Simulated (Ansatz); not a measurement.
# F2GeH4Si: up Jacob's ladder to CCSD(T), part 2 of 2

Ansatz 0.2.0, Gaussian basis; functionals in def2-TZVPP, the program's frozen cores in correlated methods.

## 15. LC-ωPBE (range-separated)

The input, in.yaml:

```yaml
crystal:
  periodic: [false, false, false]
  atoms:
    - {symbol: F, position_ang: [1.301846, -1.418631, 1.197444]}
    - {symbol: Si, position_ang: [1.139944, -0.126637, 0.280852]}
    - {symbol: F, position_ang: [1.983128, -0.386419, -1.044723]}
    - {symbol: Ge, position_ang: [-1.151502, 0.164446, -0.281326]}
    - {symbol: H, position_ang: [1.776460, 1.004181, 0.994857]}
    - {symbol: H, position_ang: [-1.969955, 0.389580, 0.998809]}
    - {symbol: H, position_ang: [-1.682321, -1.076627, -1.011199]}
    - {symbol: H, position_ang: [-1.305500, 1.392907, -1.190416]}
basis:
  gaussian: {orbitals: def2-TZVPP}
hamiltonian: {xc: {name: LC-wPBE}}
output: {orbitals: {seedname: orbitals}}
```

On the command line:

```
> ansatz run in.yaml --threads 4 --pin off --events-out ev --progress --plain --max-ram 10444MiB
```

The log of the run, shortened:

```text
Functional definition: LC-wPBE
  name "LC-wPBE"
  cite "Vydrov & Scuseria, J. Chem. Phys. 125, 234109 (2006) doi:10.1063/1.2409292"
  cite "Heyd & Scuseria, J. Chem. Phys. 120, 7274 (2004) doi:10.1063/1.1668634"
  cite "Ernzerhof & Perdew, J. Chem. Phys. 109, 3313 (1998) doi:10.1063/1.476928"
  cite "Perdew, Burke & Ernzerhof, Phys. Rev. Lett. 77, 3865 (1996) doi:10.1103/PhysRevLett.77.3865"
  parent pbe
[...]
1194 factors; their error is unknown
360 factors; integrals over basis functions are off by at most 2.1e-5 eV
[...]
mean field -69888.29831445 eV, -2568.3475910659 hartree, gradient 7.0e-5 eV, S^2 0.000000; 0 other end points of the search recorded, 0 dependent functions left out
reference -69888.29831445 eV, -2568.3475910662 hartree; 34, 34 occupied and 174, 174 virtual orbitals, 1194 factors
Total energy: -69888.29831445 eV, -2568.3475910662 hartree
```

Run time: 1 s. Hardware: 4 threads of INTEL XEON PLATINUM 8581C at 2.30GHz, shared host.

Atomisation energy: 2599.9 kJ/mol (free atoms -69861.352 eV, run apart). HOMO -11.12 eV, LUMO 1.98 eV.

## 16. ωB97X-V (range-separated)

in.yaml: that of step 15 with these lines changed.

```diff
@@ -13,3 +13,3 @@
   gaussian: {orbitals: def2-TZVPP}
-hamiltonian: {xc: {name: LC-wPBE}}
+hamiltonian: {xc: {name: wB97X-V}}
 output: {orbitals: {seedname: orbitals}}
```

The command is unchanged.

The log of the run:

```text
Functional definition: wB97X-V
  name "wB97X-V"
  cite "Mardirossian & Head-Gordon, Phys. Chem. Chem. Phys. 16, 9904 (2014) doi:10.1039/C3CP54374A"
  cite "Becke, J. Chem. Phys. 107, 8554 (1997) doi:10.1063/1.475007"
  cite "Vydrov & Van Voorhis, J. Chem. Phys. 133, 244103 (2010) doi:10.1063/1.3521275"
  parameter omega = 0.3/bohr
  parameter cx = 0.167
  parameter cx1 = 0.603
  parameter cx2 = 1.194
  parameter css0 = 0.556
  parameter css1 = -0.257
  parameter cos0 = 1.219
  parameter cos1 = -1.850
  parameter b = 6.0
  parameter c = 0.01
  exchange = spin_sum(e_x_unif_sr(omega)*poly(b97_u_x, 1 - cx, cx1, cx2)) + cx*exact_x_sr(omega) + exact_x_lr(omega)
  correlation = spin_sum(e_c_pw_same_spin*poly(b97_u_same, css0, css1))
      + integral(e_c_pw_opposite_spin*poly(b97_u_opposite, cos0, cos1)) + vv10(b, c)
1228 factors; their error is unknown
250 factors; integrals over basis functions are off by at most 7.8e-6 eV
mean field evaluation 1: about -69889.7337 eV, gradient 4.5e1 eV
mean field evaluation 2: about -69889.3519 eV, gradient 5.2e1 eV
mean field evaluation 4: about -69892.5730 eV, gradient 9.5e-1 eV
mean field evaluation 8: about -69892.7779 eV, gradient 1.3e-1 eV
mean field -69892.77797161 eV, -2568.5122154301 hartree, gradient 4.4e-5 eV, S^2 0.000000; 0 other end points of the search recorded, 0 dependent functions left out
reference -69892.77796969 eV, -2568.5122153598 hartree; 34, 34 occupied and 174, 174 virtual orbitals, 1228 factors
Total energy: -69892.77796969 eV, -2568.5122153598 hartree
```

It took 2.9 s on 4 threads of INTEL XEON PLATINUM 8581C at 2.30GHz, shared host; peak memory 0.63 GiB.

Atomisation energy: 2641.1 kJ/mol (free atoms -69865.405 eV, run apart). HOMO -10.80 eV, LUMO 1.85 eV.

## 17. ωB97M-V (range-separated)

in.yaml: that of step 16 with these lines changed.

```diff
@@ -13,3 +13,3 @@
   gaussian: {orbitals: def2-TZVPP}
-hamiltonian: {xc: {name: wB97X-V}}
-output: {orbitals: {seedname: orbitals}}
+hamiltonian: {xc: {name: wB97M-V}}
+output: {forces: true, orbitals: {seedname: orbitals}}
```

Launched as before.

The log of the run, shortened:

```text
Functional definition: wB97M-V
  name "wB97M-V"
  cite "Mardirossian & Head-Gordon, J. Chem. Phys. 144, 214110 (2016) doi:10.1063/1.4952647"
  cite "Becke, J. Chem. Phys. 107, 8554 (1997) doi:10.1063/1.475007"
  cite "Vydrov & Van Voorhis, J. Chem. Phys. 133, 244103 (2010) doi:10.1063/1.3521275"
  # Of w^i u^j: cxij and so on, Table III.
[...]
  gx(w, u) = 1 - cx + cx01*u + cx10*w
  gss(w, u) = css00 + css04*u^4 + css10*w + css20*w^2 + css43*w^4*u^3
  gos(w, u) = cos00 + cos10*w + (cos20 + cos21*u)*w^2 + (cos60 + cos61*u)*w^6
[...]
      + integral(e_c_pw_mod_opposite_spin*gos(b97_w_opposite, b97_u_opposite)) + vv10(b, c)
1225 factors; their error is unknown
250 factors; integrals over basis functions are off by at most 7.8e-6 eV
[...]
mean field -69895.72989402 eV, -2568.6206965777 hartree, gradient 5.2e-5 eV, S^2 0.000000; 0 other end points of the search recorded, 0 dependent functions left out
[...]
reference -69895.72994051 eV, -2568.6206982864 hartree; 34, 34 occupied and 174, 174 virtual orbitals, 1225 factors
Total energy: -69895.72994051 eV, -2568.6206982864 hartree
Atom 0 at     1.301846    -1.418631     1.197444 Å, force    -0.002399    -0.110287     0.079748 eV/Å
Atom 1 at     1.139944    -0.126637     0.280852 Å, force    -0.100071     0.289625     0.103002 eV/Å
Atom 2 at     1.983128    -0.386419    -1.044723 Å, force     0.058738    -0.017709    -0.121545 eV/Å
Atom 3 at    -1.151502     0.164446    -0.281326 Å, force     0.011376    -0.008385    -0.000378 eV/Å
Atom 4 at     1.776460     1.004181     0.994857 Å, force    -0.084000    -0.139266    -0.089703 eV/Å
Atom 5 at    -1.969955     0.389580     0.998809 Å, force     0.062205    -0.016978    -0.095809 eV/Å
Atom 6 at    -1.682321    -1.076627    -1.011199 Å, force     0.041779     0.095172     0.056239 eV/Å
Atom 7 at    -1.305500     1.392907    -1.190416 Å, force     0.012371    -0.092172     0.068447 eV/Å
Dipole moment:    -0.214062     0.234725     0.043002 e Å
```

Wall time 4.1 s (4 threads of INTEL XEON PLATINUM 8581C at 2.30GHz, shared host); peak memory 0.72 GiB.

Atomisation energy: 2613.2 kJ/mol (free atoms -69868.646 eV, run apart). HOMO -10.58 eV, LUMO 1.58 eV.

## 18. B2PLYP (double hybrid)

in.yaml: that of step 17 with these lines changed.

```diff
@@ -13,3 +13,2 @@
   gaussian: {orbitals: def2-TZVPP}
-hamiltonian: {xc: {name: wB97M-V}}
-output: {forces: true, orbitals: {seedname: orbitals}}
+hamiltonian: {xc: {name: B2PLYP}}
```

Same command.

The log of the run, shortened:

```text
Functional definition: B2PLYP
  name "B2PLYP"
  cite "Grimme, J. Chem. Phys. 124, 034108 (2006) doi:10.1063/1.2148954"
  cite "Becke, Phys. Rev. A 38, 3098 (1988) doi:10.1103/PhysRevA.38.3098"
  cite "Lee, Yang & Parr, Phys. Rev. B 37, 785 (1988) doi:10.1103/PhysRevB.37.785"
[...]
1280 factors; integrals over basis functions are off by at most 7.3e-4 eV
[...]
mean field -69877.12270509 eV, -2567.9368949971 hartree, gradient 6.5e-6 eV, S^2 0.000000; 0 other end points of the search recorded, 0 dependent functions left out
16 core orbitals not correlated: weight in the atoms' cores, before any rotation towards them, 1.000 or more for the frozen orbitals, at most 0.000 for the correlated occupied ones
reference -69877.12286762 eV, -2567.9369009701 hartree; 18, 18 occupied and 174, 174 virtual orbitals, 1280 factors
second order -28.68871261 eV of doubles, -0.00000000 eV of singles
Total energy: -69884.86882003 eV, -2568.2215594706 hartree
```

Wall time 2.1 s (4 threads of INTEL XEON PLATINUM 8581C at 2.30GHz, shared host); peak memory 0.49 GiB.

With the free atoms at this level, -69858.032 eV in sum, the atomisation energy is 2589.4 kJ/mol.

## 19. PBE-QIDH (double hybrid)

in.yaml: that of step 18 with these lines changed.

```diff
@@ -13,2 +13,2 @@
   gaussian: {orbitals: def2-TZVPP}
-hamiltonian: {xc: {name: B2PLYP}}
+hamiltonian: {xc: {name: PBE-QIDH}}
```

Same command.

The log of the run, shortened:

```text
Functional definition: PBE-QIDH
  name "PBE-QIDH"
  cite "Brémond, Sancho-García, Pérez-Jiménez & Adamo, J. Chem. Phys. 141, 031101 (2014) doi:10.1063/1.4890314"
  cite "Perdew, Burke & Ernzerhof, Phys. Rev. Lett. 77, 3865 (1996) doi:10.1103/PhysRevLett.77.3865"
[...]
1280 factors; integrals over basis functions are off by at most 7.3e-4 eV
[...]
mean field -69864.64096093 eV, -2567.4781993596 hartree, gradient 3.3e-6 eV, S^2 0.000000; 0 other end points of the search recorded, 0 dependent functions left out
16 core orbitals not correlated: weight in the atoms' cores, before any rotation towards them, 1.000 or more for the frozen orbitals, at most 0.000 for the correlated occupied ones
reference -69864.64097289 eV, -2567.4781997993 hartree; 18, 18 occupied and 174, 174 virtual orbitals, 1280 factors
second order -26.76445809 eV of doubles, -0.00000000 eV of singles
Total energy: -69873.56245892 eV, -2567.8060583636 hartree
```

Run time: 2.2 s. Hardware: 4 threads of INTEL XEON PLATINUM 8581C at 2.30GHz, shared host; peak memory 0.49 GiB.

Atomisation energy: 2587.4 kJ/mol (free atoms -69846.746 eV, run apart).

## 20. Orbital energies across the functionals

Dipoles come from the runs that computed forces. Levels are read from the orbital files that the runs wrote:

```
  functional  HOMO (eV)  LUMO (eV)  gap (eV)  dipole (D)
 LDA (SPW92)      -7.38      -1.32      6.06            
      PBE-D4      -7.28      -1.08      6.20        1.44
   revPBE-D4      -7.24      -0.97      6.26            
     BLYP-D4      -7.18      -0.94      6.24            
   r2SCAN-D4      -7.60      -0.78      6.82        1.48
      B97M-V      -7.69      -0.95      6.74            
     PBE0-D4      -8.52      -0.24      8.28            
    B3LYP-D4      -8.33      -0.44      7.89        1.56
  r2SCANh-D4      -8.05      -0.49      7.56            
  r2SCAN0-D4      -8.72      -0.06      8.66            
    HSE06-D4      -8.12      -0.61      7.51            
    BHLYP-D4      -9.67       0.66     10.33            
CAM-B3LYP-D4      -9.84       0.81     10.65            
     LC-ωPBE     -11.12       1.98     13.10            
     ωB97X-V     -10.80       1.85     12.65            
     ωB97M-V     -10.58       1.58     12.17        1.54
```

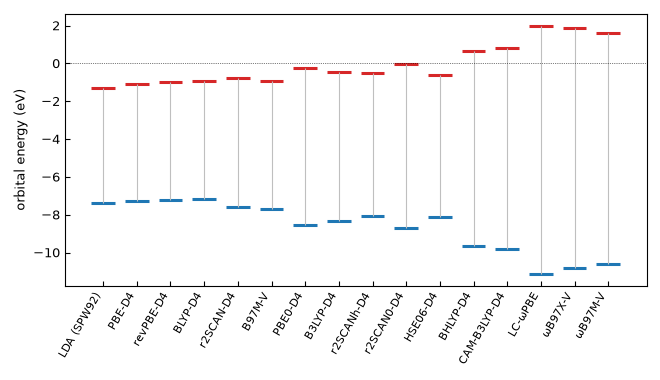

Highest occupied (blue) and lowest empty (red) level by functional.

## 21. CCSD(T) in def2-SVP

in.yaml: that of step 19 with these lines changed.

```diff
@@ -12,3 +12,3 @@
 basis:
-  gaussian: {orbitals: def2-TZVPP}
-hamiltonian: {xc: {name: PBE-QIDH}}
+  gaussian: {orbitals: def2-SVP}
+correlation: {method: ccsd_t}
```

The command is unchanged.

The log of the run, shortened:

```text
Functional definition: HF
  name "HF"
  cite "Fock, Z. Phys. 61, 126 (1930) doi:10.1007/BF01340294"
  parent pbe
[...]
940 factors; integrals over basis functions are off by at most 1.5e-3 eV
[...]
mean field -69800.00580004 eV, -2565.1029010083 hartree, gradient 1.8e-6 eV, S^2 0.000000; 0 other end points of the search recorded, 0 dependent functions left out
16 core orbitals not correlated: weight in the atoms' cores, before any rotation towards them, 1.000 or more for the frozen orbitals, at most 0.000 for the correlated occupied ones
reference -69800.00580004 eV, -2565.1029010083 hartree; 18, 18 occupied and 64, 64 virtual orbitals, 940 factors
second order -19.02606738 eV of doubles, -0.00000000 eV of singles
cycle   1  -19.09711365 eV  change   -7.1e-2 eV  update   1.1e-1
[...]
cycle   9  -19.72618319 eV  change   -1.3e-5 eV  update   1.0e-5
perturbative correction -0.39132883 eV, -0.0143810692 hartree
Total energy: -69820.12331206 eV, -2565.8422059388 hartree
```

Wall time 2 s (4 threads of INTEL XEON PLATINUM 8581C at 2.30GHz, shared host).

## 22. CCSD(T) in def2-TZVPP

in.yaml: that of step 21 with these lines changed.

```diff
@@ -12,3 +12,4 @@
 basis:
-  gaussian: {orbitals: def2-SVP}
+  gaussian: {orbitals: def2-TZVPP}
 correlation: {method: ccsd_t}
+output: {orbitals: {seedname: orbitals}}
```

Same command.

The log of the run, shortened:

```text
Functional definition: HF
  name "HF"
  cite "Fock, Z. Phys. 61, 126 (1930) doi:10.1007/BF01340294"
  parent pbe
[...]
1280 factors; integrals over basis functions are off by at most 7.3e-4 eV
[...]
mean field -69817.41861285 eV, -2565.7428100761 hartree, gradient 2.6e-6 eV, S^2 0.000000; 0 other end points of the search recorded, 0 dependent functions left out
16 core orbitals not correlated: weight in the atoms' cores, before any rotation towards them, 1.000 or more for the frozen orbitals, at most 0.000 for the correlated occupied ones
reference -69817.41861285 eV, -2565.7428100761 hartree; 18, 18 occupied and 174, 174 virtual orbitals, 1280 factors
second order -23.96061461 eV of doubles, -0.00000000 eV of singles
cycle   1  -23.89662429 eV  change    6.4e-2 eV  update   1.1e-1
[...]
cycle   9  -24.63104934 eV  change   -1.4e-5 eV  update   1.5e-5
perturbative correction -0.74239928 eV, -0.0272826702 hartree
Total energy: -69842.79206146 eV, -2566.6752671140 hartree
```

It took 36 s on 4 threads of INTEL XEON PLATINUM 8581C at 2.30GHz, shared host; peak memory 2.9 GiB.

## 23. MP2 in def2-QZVPP

in.yaml: that of step 22 with these lines changed.

```diff
@@ -12,4 +12,3 @@
 basis:
-  gaussian: {orbitals: def2-TZVPP}
-correlation: {method: ccsd_t}
-output: {orbitals: {seedname: orbitals}}
+  gaussian: {orbitals: "def2-QZVPP.json"}
+correlation: {method: mp2}
```

The command is unchanged.

The log of the run:

```text
Functional definition: HF
  name "HF"
  cite "Fock, Z. Phys. 61, 126 (1930) doi:10.1007/BF01340294"
  parent pbe
  exchange = exact_x
  correlation = 0
2428 factors; integrals over basis functions are off by at most 7.5e-4 eV
mean field evaluation 1: about -69816.2557 eV, gradient 3.7e1 eV
mean field evaluation 2: about -69816.3346 eV, gradient 3.7e1 eV
mean field evaluation 4: about -69819.0555 eV, gradient 2.7e0 eV
mean field evaluation 8: about -69819.0970 eV, gradient 2.3e-1 eV
mean field -69819.09713188 eV, -2565.8044945129 hartree, gradient 7.8e-7 eV, S^2 0.000000; 0 other end points of the search recorded, 0 dependent functions left out
16 core orbitals not correlated: weight in the atoms' cores, before any rotation towards them, 1.000 or more for the frozen orbitals, at most 0.000 for the correlated occupied ones
reference -69819.09713188 eV, -2565.8044945129 hartree; 18, 18 occupied and 359, 359 virtual orbitals, 2428 factors
second order -32.74531704 eV of doubles, -0.00000000 eV of singles
Total energy: -69851.84244892 eV, -2567.0078627184 hartree
```

It took 8 s on 4 threads of INTEL XEON PLATINUM 8581C at 2.30GHz, shared host; peak memory 1.8 GiB.

The pieces so far (eV):

```
     basis           HF  MP2 correlation  CCSD correlation      (T)              total
  def2-SVP  -69800.0058         -19.0261          -19.7262  -0.3913        -69820.1233
def2-TZVPP  -69817.4186         -23.9606          -24.6310  -0.7424        -69842.7921
def2-QZVPP  -69819.0971         -32.7453                             -69851.8424 (MP2)
```

The report of the def2-TZVPP run gives T1 = 0.0124.

## 24. From triple and quadruple zeta to the limit

This step is arithmetic on the last runs, with X = 3 and 4: exp(−7.88√X) for Hartree-Fock, X^−2.97 for correlation; only MP2 was run in the larger set, so CCSD(T) minus MP2 is added from the smaller one.

```
  level  energy at the limit (eV)
     HF               -69819.3283
    MP2               -69858.5808
   CCSD               -69859.2513
CCSD(T)               -69859.9937
```

This is no true limit for total energies: MP2 correlation changes by a factor of 1.37 from triple to quadruple zeta (about 1.07 in light molecules), because outer-core shells are correlated in sets not made for them. Much of that cancels between molecule and atoms or ions.

## 25. RPA on PBE orbitals

in.yaml: that of step 23 with these lines changed.

```diff
@@ -12,3 +12,4 @@
 basis:
-  gaussian: {orbitals: "def2-QZVPP.json"}
-correlation: {method: mp2}
+  gaussian: {orbitals: def2-TZVPP}
+hamiltonian: {xc: pbe}
+correlation: {method: rpa}
```

Same command.

The log of the run, shortened:

```text
Functional definition: PBE
  name "PBE"
  cite "Perdew, Burke & Ernzerhof, Phys. Rev. Lett. 77, 3865 (1996) doi:10.1103/PhysRevLett.77.3865"
  parent pbe
[...]
1280 factors; integrals over basis functions are off by at most 7.3e-4 eV
[...]
mean field -69882.92847110 eV, -2568.1502529626 hartree, gradient 1.9e-6 eV, S^2 0.000000; 0 other end points of the search recorded, 0 dependent functions left out
16 core orbitals not correlated: weight in the atoms' cores, before any rotation towards them, 1.000 or more for the frozen orbitals, at most 0.000 for the correlated occupied ones
reference -69815.45313017 eV, -2565.6705799201 hartree; 18, 18 occupied and 174, 174 virtual orbitals, 1280 factors
Total energy: -69853.29161158 eV, -2567.0611184639 hartree
```

It took 1.9 s on 4 threads of INTEL XEON PLATINUM 8581C at 2.30GHz, shared host.

RPA correlation: -37.838 eV. No RPA run of the hydrogen atom was made, so RPA has no atomisation energy below.

## 26. The ladder

Free atoms (2 F, 1 Si, 1 Ge, 4 H) were run apart at each level; the atomisation energy is their sum less the molecule, without zero-point or spin-orbit terms.

Differences are taken before rounding.

```
            method             rung  atomisation energy (kJ/mol)  from CCSD(T)/CBS (kJ/mol)    time
       LDA (SPW92)              LDA                       2962.6                     +316.9  0.55 s
            PBE-D4              GGA                       2611.0                      -34.6     1 s
         revPBE-D4              GGA                       2546.6                      -99.0  0.85 s
           BLYP-D4              GGA                       2591.1                      -54.5  0.85 s
         r2SCAN-D4         meta-GGA                       2627.2                      -18.4   1.7 s
            B97M-V         meta-GGA                       2645.1                       -0.6   2.7 s
           PBE0-D4           hybrid                       2574.3                      -71.3   1.2 s
          B3LYP-D4           hybrid                       2601.2                      -44.5   1.8 s
        r2SCANh-D4           hybrid                       2608.1                      -37.5   1.9 s
        r2SCAN0-D4           hybrid                       2581.2                      -64.4   1.9 s
          HSE06-D4           hybrid                       2574.5                      -71.2   1.4 s
          BHLYP-D4           hybrid                       2544.9                     -100.7   1.4 s
      CAM-B3LYP-D4  range-separated                       2631.3                      -14.3   1.6 s
           LC-ωPBE  range-separated                       2599.9                      -45.8     1 s
           ωB97X-V  range-separated                       2641.1                       -4.6   2.9 s
           ωB97M-V  range-separated                       2613.2                      -32.5   4.1 s
            B2PLYP    double hybrid                       2589.4                      -56.3   2.1 s
          PBE-QIDH    double hybrid                       2587.4                      -58.2   2.2 s
     HF/def2-TZVPP     wavefunction                       1964.2                     -681.4        
    MP2/def2-TZVPP     wavefunction                       2612.2                      -33.5        
   CCSD/def2-TZVPP     wavefunction                       2548.0                      -97.7        
  CCSD(T)/def2-SVP     wavefunction                       2418.2                     -227.5     2 s
CCSD(T)/def2-TZVPP     wavefunction                       2578.4                      -67.3    36 s
           MP2/CBS     wavefunction                       2679.4                      +33.8        
       CCSD(T)/CBS     wavefunction                       2645.6                          0    44 s
```

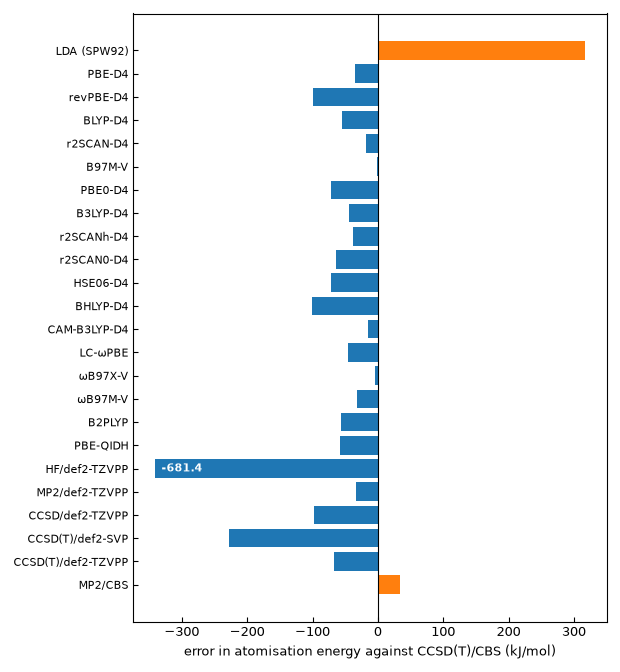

How far each level lands from CCSD(T)/CBS. Bars with a number in them are cut short.

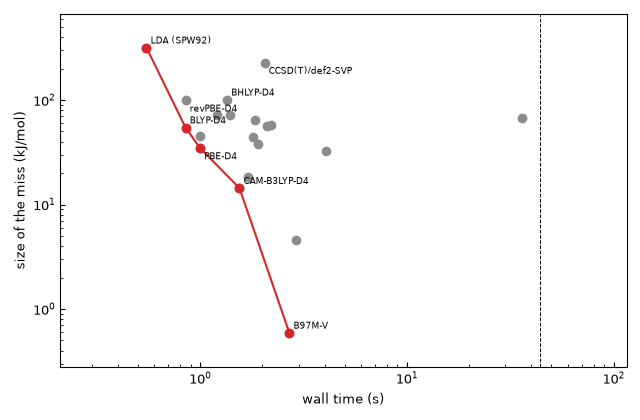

Miss against cost. Red marks the levels that no quicker level drawn beats (of those quicker than the yardstick), and the dashed line is the time of CCSD(T)/CBS. Only those levels and the largest misses are named. Times are from a shared host.

LDA (SPW92), LC-ωPBE, B2PLYP, PBE-QIDH carry no dispersion term (for B3LYP, D4 adds 24.0 kJ/mol).

Times are those of the molecule's run; HF, MP2 and CCSD come out of the CCSD(T) runs, and the limit's time is the sum of the runs that it needs.

## 27. What came out

The summary covers parts 1 to 2.

| quantity | value |
| --- | --- |
| atomisation energy, CCSD(T)/CBS | 2645.6 kJ/mol |
| functionals within 26.5 kJ/mol (1.0 %) | r2SCAN-D4, B97M-V, CAM-B3LYP-D4, ωB97X-V |
| farthest beyond LDA | BHLYP-D4 (-100.7 kJ/mol) |
| mean size of error, GGA | 62.7 kJ/mol |
| mean size of error, meta-GGA | 9.5 kJ/mol |
| mean size of error, hybrid | 64.9 kJ/mol |
| mean size of error, range-separated | 24.3 kJ/mol |
| mean size of error, double hybrid | 57.2 kJ/mol |
| gap, smallest and largest | 6.06 eV (LDA (SPW92)), 13.10 eV (LC-ωPBE) |
| T1 diagnostic | 0.0124 |
| triples share of the correlation energy | 2.9 % |

In words: The LDA atomisation energy is off by 316.9 kJ/mol (12 %): it overbinds. PBE-D4 is off by -34.6 kJ/mol. Double hybrids carry the basis error of their MP2 part in triple zeta, and no dispersion term here, so their miss is partly the set-up's. The rungs meta-GGA, range-separated miss on average by less than the doubt on the reference (26.5 kJ/mol), so they tie. Misses under about 26.5 kJ/mol are within the doubt on the reference itself, which lacks core-valence correlation, relativity and higher excitations, and its outer-core shells are covered unevenly. Hartree-Fock recovers 74 % of the binding; the rest is correlation. CCSD(T) in def2-SVP is off by -227.5 kJ/mol, worse than the median functional, from the basis alone. The gap grows from 6.1 to 13.1 eV across the functionals, mostly with the share of exact exchange. Correlated methods include outer-core shells of Ge, which these sets cover unevenly.

For cost: B97M-V gets within 0.6 kJ/mol in 2.7 s, where CCSD(T)/CBS took 44 s; the quickest level in the cost chart, LDA (SPW92), takes 0.55 s and misses by 316.9 kJ/mol.
